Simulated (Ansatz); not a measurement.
Input

```
crystal:
  periodic: [false, false, false]
  atoms:
    - { symbol: Si, position_ang: [0.253787, 0.100291, -0.109384] }
    - { symbol: H, position_ang: [0.120104, 0.029438, 1.351205] }
    - { symbol: F, position_ang: [1.811835, -0.068123, -0.456688] }
    - { symbol: H, position_ang: [-0.221804, 1.341065, -0.744089] }
    - { symbol: F, position_ang: [-0.489584, -1.176421, -0.7427] }
    - { symbol: O, position_ang: [-2.376943, 0.046328, 1.050769] }
    - { symbol: H, position_ang: [-2.599237, -0.790409, 0.610275] }
    - { symbol: H, position_ang: [-1.698958, -0.217868, 1.717812] }
basis:
  gaussian: { orbitals: "6-31G*" }
hamiltonian:
  xc: b3lyp
  dispersion: d4
relax:
  f_tol: 0.03
  max_steps: 50
output:
  orbitals: {}
```

Run with:

```sh
ansatz run input.yaml --threads 2 --pin off --max-ram 3072MiB --backend cpu --events-out ev --progress --plain --runs-dir out
```

The fields are those of the run's last geometry, not of the input's.

Theory: Ansatz, RKS B3LYP-D4/6-31G*.

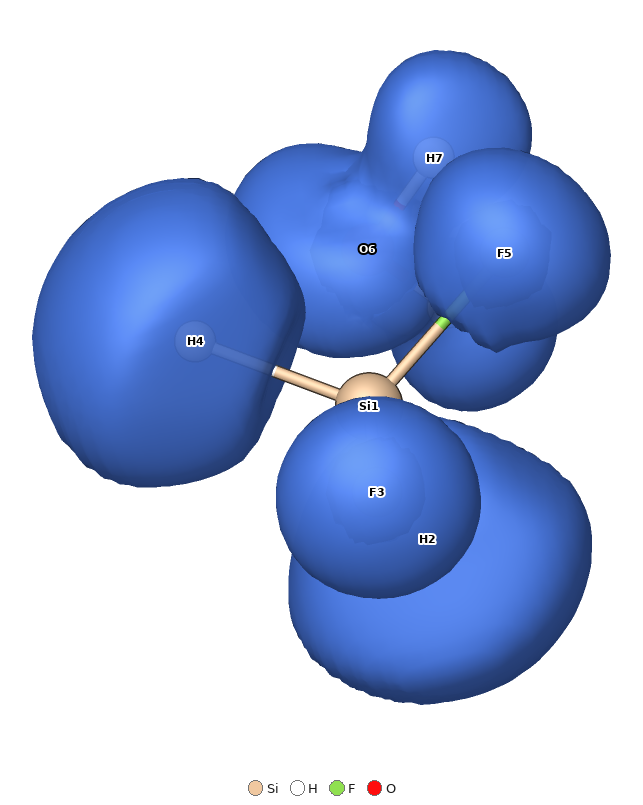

F2H2Si···H2O. Isosurface of the ELF at 0.75 (blue), seen at an oblique angle. Only the valence region is drawn (cores and ρ < 0.01 e/Å³ removed).

> Describe the localisation domains.

The surface consists of two regions around hydrogen nuclei, two regions wrapped around F (its lone pairs, merged into a ring or cap) and one joined region spread over several atoms (H, O), in which their bonds and any lone pairs are merged. Along the contacts the grid gives the following. Si1···O6 (2.70 Å): the ELF is about 0.10 at the midpoint. Si–F (1.61 Å): the ELF peaks at about 0.85 in the valence shell of F, 0.5 Å from its nucleus, and is about 0.45 at the midpoint.
